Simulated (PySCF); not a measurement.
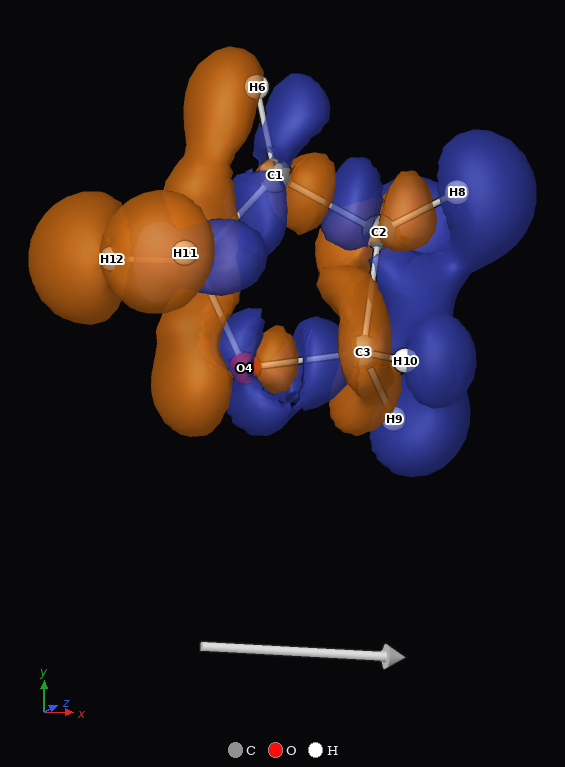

C₄H₇O, doublet, SMILES `[CH]1CCOC1`. Change of the electron density in a uniform field of 0.21 V/Å along +x (arrow), surfaces at ±0.0015 e/Å³ (orange: gain, blue: loss).

Method: ωB97X/def2-SVPD; geometry: GFN2-xTB; program: PySCF. No frequency check shows the geometry to be a minimum. The stability of the open-shell solution wasn't checked. GFN2-xTB doesn't know the spin state, so this open-shell geometry is rough.

> How large is the response?

The induced dipole is 0.56 D (along the field); α along this axis, from the fields in both directions, is 55 bohr³ (8.1 Å³).

> Which atoms gain and lose the most charge?

Electrons gather most on H12 (Hirshfeld charge changes by −0.008 e) and leave H8 most (+0.007 e); 0.051 electrons are displaced in all.
